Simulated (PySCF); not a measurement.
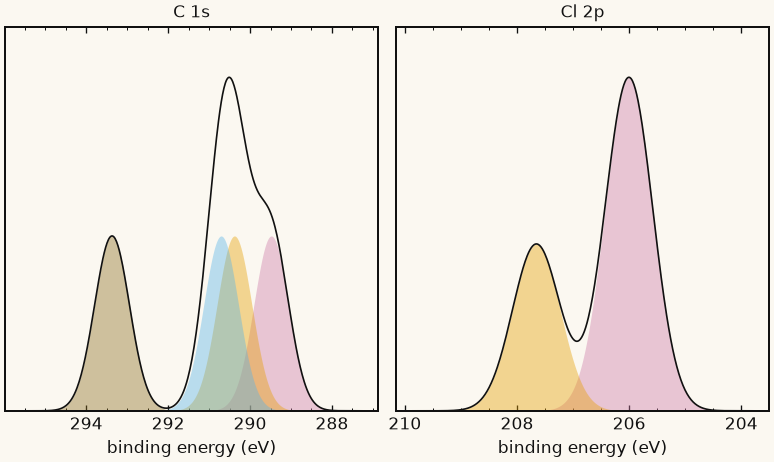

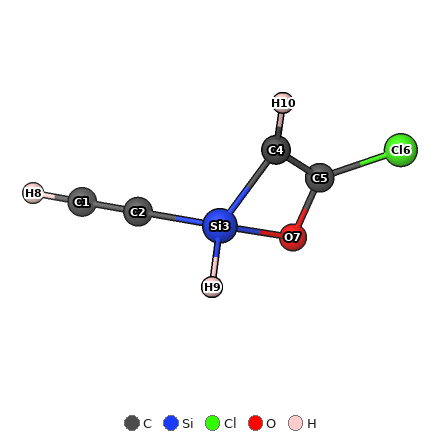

Simulated XPS of C₄H₃ClOSi, SMILES C#C[Si@@H]1C=C(Cl)O1. Vertical core-electron binding energies by ΔSCF (PBE0, pcX-2 on the ionised atom, pcseg-1 elsewhere, spin-free X2C; PySCF, at a PBE0-D3(BJ)/def2-SVP geometry (no frequency check)), gas phase, against the vacuum level. One atom of each kind was ionised; within a panel, areas follow the number of like atoms and 2j + 1 (2p levels are split by first-order spin-orbit coupling, an approximation), each panel is scaled alone, Gaussians of 1.0 eV full width. Only the regions named are shown. Lines closer than the width merge in the curve.

### Which atoms give which peak?

| level | atoms | binding energy (eV) |
| --- | --- | --- |
| C 1s | C5 | 293.4 |
| C 1s | C1 | 290.7 |
| C 1s | C2 | 290.4 |
| C 1s | C4 | 289.5 |
| Cl 2p1/2 | Cl6 | 207.7 |
| Cl 2p3/2 | Cl6 | 206.0 |

### How large is the chemical shift across the C 1s region?

3.9 eV, from C4 at 289.5 eV to C5 at 293.4 eV.
